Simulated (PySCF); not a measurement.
# ClF₇: relaxation and vibrations of the singlet

The task is one start of a wider search on ClF₇: the singlet, from a PBE0 minimum start. It is relaxed, tested by its Hessian and followed downhill if it is a saddle.

Program: PySCF 2.14.0. Level of theory: PBE0, basis Cl def2-SVP, F def2-SVP, no relativity, density fitting. These are calculated values, not measurements.

## (1) Starting geometry

8 atoms, charge 0, spin multiplicity 1.

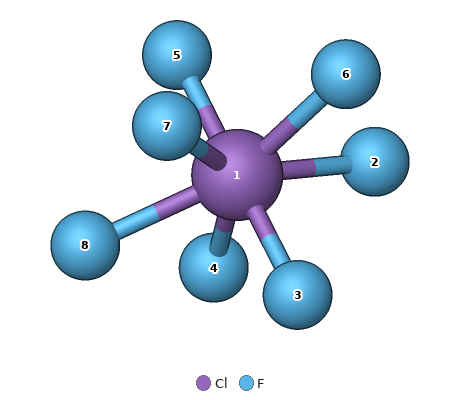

The starting geometry (chlorine purple, fluorine blue); atoms are numbered from 1 in the order of the file.

Coordinates in bohr (charge 0 multiplicity 1):
```
Cl    0.0000    0.0000    0.0000
F    -0.0001    0.0001    3.3398
F     1.8344    2.3894    0.0000
F    -2.5195    1.9343    1.0320
F    -1.8344   -2.3894    0.0000
F     2.5194   -1.9343    1.0321
F     1.5572   -1.1955   -2.7019
F    -1.5571    1.1954   -2.7020
```

## (2) The SCF at the typed geometry

One driver script runs all steps and calls PySCF; scf.py shows how it sets up the SCF of each step. The optimiser is the driver's own. After this first run the driver tries any further starts and a stability analysis.

scf.py

```python
from pyscf import gto, scf, dft
mol = gto.M(atom='''
Cl     0.000000     0.000000     0.000000
F     -0.000036     0.000028     1.767348
F      0.970727     1.264401     0.000000
F     -1.333253     1.023588     0.546097
F     -0.970727    -1.264401    -0.000000
F      1.333231    -1.023571     0.546184
F      0.824018    -0.632629    -1.429788
F     -0.823960     0.632584    -1.429841''',
    basis={'Cl': 'def2-SVP', 'F': 'def2-SVP'},
    charge=0, spin=0)
mf = dft.RKS(mol, xc='PBE0')
mf.grids.atom_grid = (50, 194)
aux = {'Cl': 'def2-universal-JKFIT', 'F': 'def2-universal-JKFIT'}
mf = mf.density_fit(auxbasis=aux)
mf.conv_tol = 1e-08
mf.diis_space = 10
mf.max_cycle = 60
mf.init_guess = 'minao'
mf.verbose = 4
mf.kernel()
```

Started as:

```bash
$ OMP_NUM_THREADS=4 python axn.py task.json out
```

What it wrote:

```text
init E= -1158.25227691485
  HOMO = -0.421568962695479  LUMO = -0.277848609083872  gap/eV = 3.91083
cycle= 1 E= -1156.05951365171  delta_E= 2.19  |g|= 1.96  |ddm|= 3.24
  HOMO = -0.351497912826535  LUMO = -0.347704649527523  gap/eV = 0.10322
cycle= 2 E= -1152.91978589422  delta_E= 3.14  |g|= 4.57  |ddm|= 6.26
  HOMO = -0.384802516493366  LUMO = -0.309150038825963  gap/eV = 2.05861
cycle= 3 E= -1156.78513184998  delta_E= -3.87  |g|= 0.617  |ddm|= 5.05
  HOMO = -0.356920474572008  LUMO = -0.288765949996553  gap/eV = 1.85458
cycle= 4 E= -1156.79019632743  delta_E= -0.00506  |g|= 0.61  |ddm|= 0.826
  HOMO = -0.386502518970902  LUMO = -0.282468994265914  gap/eV = 2.83090
cycle= 5 E= -1156.85337204799  delta_E= -0.0632  |g|= 0.0649  |ddm|= 0.371
  HOMO = -0.387610041680097  LUMO = -0.278007164663317  gap/eV = 2.98245
cycle= 6 E= -1156.85422143378  delta_E= -0.000849  |g|= 0.00876  |ddm|= 0.0553
  HOMO = -0.388704707067952  LUMO = -0.27899486133485  gap/eV = 2.98536
cycle= 7 E= -1156.85423369044  delta_E= -1.23e-05  |g|= 0.00204  |ddm|= 0.00691
  HOMO = -0.388397839656271  LUMO = -0.278710450241282  gap/eV = 2.98475
cycle= 8 E= -1156.85423441994  delta_E= -7.29e-07  |g|= 0.000296  |ddm|= 0.00164
  HOMO = -0.38840420050659  LUMO = -0.278716543615423  gap/eV = 2.98475
cycle= 9 E= -1156.85423443186  delta_E= -1.19e-08  |g|= 0.000156  |ddm|= 0.000298
  HOMO = -0.388404781650135  LUMO = -0.278716864101379  gap/eV = 2.98476
cycle= 10 E= -1156.85423443612  delta_E= -4.27e-09  |g|= 3.28e-05  |ddm|= 0.00014
  HOMO = -0.388407212956007  LUMO = -0.278716835165127  gap/eV = 2.98483
Extra cycle  E= -1156.85423443527  delta_E= 8.55e-10  |g|= 7.65e-05  |ddm|= 8.44e-05
converged SCF energy = -1156.85423443527
```

This step, with its further starts and checks, needed 6.5 s of wall time on 4 threads of Arm Neoverse V2, shared host.

The test of internal stability found no lower closed-shell solution.

## (3) Relaxation: PBE0 minimum start, singlet

The program finds D5h symmetry in the start, which this walk keeps. Threshold on the gradient: 0.0003 Eh/bohr, with a further test on the energy change.

Changes to scf.py since step 2:

```diff
@@ -5 +5 @@
-F      0.970727     1.264401     0.000000
+F      0.970727     1.264401    -0.000000
@@ -7 +7 @@
-F     -0.970727    -1.264401    -0.000000
+F     -0.970727    -1.264401     0.000000
@@ -20 +19,0 @@
-mf.init_guess = 'minao'
```

Steps of the walk:

```tsv
step	energy (Eh)	change (kJ/mol)	largest symmetric gradient (Eh/bohr)
0	-1156.854234	0.00	0.00001
```

The walk took 1.9 s.

It settles in D5h symmetry, 0.0 kJ/mol below the start, after 0 steps: Cl–F 1.594 Å (×2), Cl–F 1.767 Å (×5); F–Cl–F 72.0° (×5), F–Cl–F 90.0° (×10), F–Cl–F 144.0° (×5), F–Cl–F 180.0°.

## (4) Is it a minimum? Harmonic modes

On the finer grid the gradient is checked again; gradients at displacements of ±0.02 bohr then give force constants and infrared intensities.

Changes to scf.py since step 3:

```diff
@@ -3 +3 @@
-Cl     0.000000     0.000000     0.000000
+Cl     0.000000    -0.000000     0.000000
@@ -14 +14 @@
-mf.grids.atom_grid = (50, 194)
+mf.grids.atom_grid = (75, 302)
@@ -17 +17 @@
-mf.conv_tol = 1e-08
+mf.conv_tol = 1e-10
```

The driver hands on the density of the step before, so the log starts near convergence.

Log of the central SCF (cycles and frontier levels):

```text
init E= -1156.85408914832
  HOMO = -0.388393957748436  LUMO = -0.27871111087773  gap/eV = 2.98462
cycle= 1 E= -1156.85408914825  delta_E= 6.89e-11  |g|= 2.31e-05  |ddm|= 2.53e-05
  HOMO = -0.388395218920995  LUMO = -0.278710696858821  gap/eV = 2.98467
cycle= 2 E= -1156.85408914776  delta_E= 4.93e-10  |g|= 5.67e-05  |ddm|= 6.19e-05
  HOMO = -0.388394390511519  LUMO = -0.278710874371851  gap/eV = 2.98464
cycle= 3 E= -1156.85408914835  delta_E= -5.87e-10  |g|= 3.16e-06  |ddm|= 4.46e-05
  HOMO = -0.388394295696724  LUMO = -0.278710909071809  gap/eV = 2.98464
cycle= 4 E= -1156.85408914835  delta_E= 1.59e-12  |g|= 2.18e-07  |ddm|= 2.32e-06
  HOMO = -0.388394342747553  LUMO = -0.278710934927671  gap/eV = 2.98464
Extra cycle  E= -1156.85408914835  delta_E= -1.14e-12  |g|= 3.28e-07  |ddm|= 5.45e-07
converged SCF energy = -1156.85408914835
```

The whole step took 41 s.

Geometry: D5h; Cl–F 1.594 Å (×2), Cl–F 1.767 Å (×5); F–Cl–F 72.0° (×5), F–Cl–F 90.0° (×10), F–Cl–F 144.0° (×5), F–Cl–F 180.0°.

Modes, for the most abundant isotopes:

```tsv
symmetry	ω (cm⁻¹)	IR (km/mol)	μ (u)
e2''	126	0.0	19.00
e1'	319	12.4	19.05
e1''	382	0.0	19.00
e2'	390	0.0	19.00
a2''	459	14.2	20.46
a1'	528	0.0	19.00
e1'	560	64.4	19.23
a1'	634	0.0	19.00
e1'	641	631	29.09
e2'	669	0.0	19.00
a2''	927	301	26.76
```

All wavenumbers are real: a minimum.

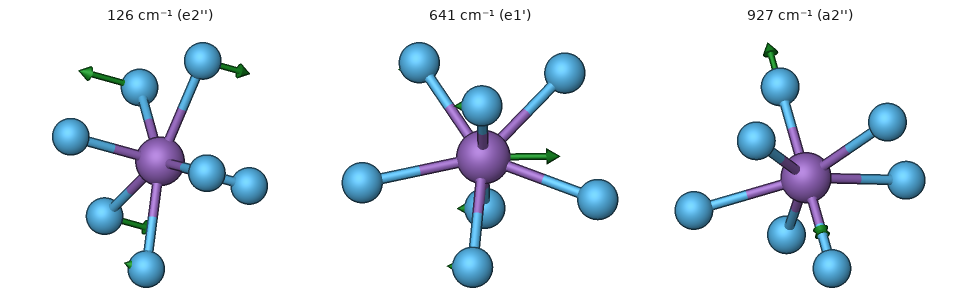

How the atoms move in 3 of the modes.

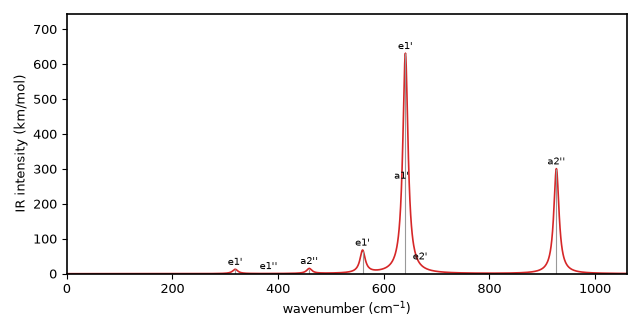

The harmonic infrared spectrum (widths in cm⁻¹). Lines are broadened to a width of 12 cm⁻¹ (Lorentzian).

Properties at this point:

```
Dipole moment                                                   : 0.00 D
Highest occupied level                                          : -10.57 eV
Lowest empty level                                              : -7.58 eV
Rotational constants                                            : 0.06883, 0.06883, 0.05682 cm⁻¹
Zero-point energy                                               : 52.2 kJ/mol
Principal polarisabilities                                      : 27.1, 37.0, 37.0 bohr³
Atomisation energy without zero-point energy                    : 452 kJ/mol
Principal traceless quadrupole moments about the centre of mass : -2.58, -2.58, 5.16 D Å
Entropy at 298.15 K and 1 bar                                   : 343.0 J/(mol K)
Heat capacity Cp at 298.15 K                                    : 129.4 J/(mol K)
Enthalpy at 298.15 K above 0 K                                  : 23.06 kJ/mol
Rotational symmetry number                                      : 10
```

Populations by atom (charges in e):

| atom | Mulliken | Löwdin | polar tensor | Mayer order to Cl1 |
| --- | --- | --- | --- | --- |
| Cl1 | 1.33 | 1.66 | 3.06 | – |
| F2,4,6,7,8 | -0.21 | -0.26 | -0.41 | 0.64 |
| F3,5 | -0.15 | -0.17 | -0.49 | 0.81 |

Outer orbital energies (eV). occupied: -12.65, -12.62, -12.62, -12.41, -12.41, -11.79, -11.79, -10.57; empty: -7.58, -3.59, -3.59, -1.84.

Mulliken populations on Cl1: s 5.67, p 9.34, d 0.66.

## (5) Would spin polarisation lower it?

At the lowest minimum the closed shell is tested against spin polarisation, on the (50, 194) grid. It is stable.

## (6) Results

| quantity | value |
| --- | --- |
| minimum | singlet, D5h |
| geometry | Cl–F 1.594 Å (×2), Cl–F 1.767 Å (×5); F–Cl–F 72.0° (×5), F–Cl–F 90.0° (×10), F–Cl–F 144.0° (×5), F–Cl–F 180.0° |
| wavenumbers (cm⁻¹) | 126 (e2''), 319 (e1'), 382 (e1''), 390 (e2'), 459 (a2''), 528 (a1'), 560 (e1'), 634 (a1'), 641 (e1'), 669 (e2'), 927 (a2'') |
| dipole moment | 0.00 D |
| highest occupied, lowest empty level | -10.57, -7.58 eV |
| polar-tensor charge of Cl1 | +3.06 e |
| zero-point energy | 52.2 kJ/mol |
| entropy at 298.15 K | 343.0 J/(mol K) |
| atomisation energy (no zero-point energy) | 452 kJ/mol |

What this shows: The molecule stays D5h, as typed, and the end point is a minimum. In the infrared the band at 641 cm⁻¹ (e1', mixed) leads. Cl1 has a polar-tensor charge of +3.1 e (a dipole derivative, not a static charge), yet symmetry cancels the bond dipoles. Other starts or spin states, not run here, may lie lower.

The search up to here needed 52 s of wall time on 4 threads of Arm Neoverse V2, shared host.
